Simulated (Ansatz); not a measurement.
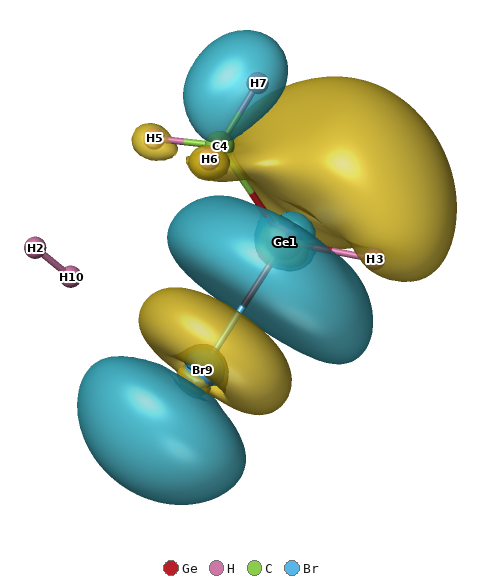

Figure 1: CH$_{5}$BrGe···H$_{2}$. The LUMO at ±0.06 Å⁻³ᐟ² (yellow and cyan are the two phases), seen at a tilt.

The calculation used Ansatz, RKS LDA/def2-SVP.

```xyz
10

Ge    0.3677   -0.3737   -0.9883
H    -0.6879    0.7040    2.9946
H     1.6983    0.0146   -1.6692
C    -0.6227    1.1578   -0.3680
H    -1.5373    0.8269    0.1639
H    -0.0004    1.7539    0.3295
H    -0.9105    1.7899   -1.2344
H    -0.4700   -1.2923   -1.9043
Br    0.9366   -1.6487    0.8525
H    -0.3213    0.1659    2.5537
```

Where does this orbital lie, and at what energy?

It lies mainly on Ge1 (about 45 %) and Br9 (about 35 %). Its energy is −1.16 eV.
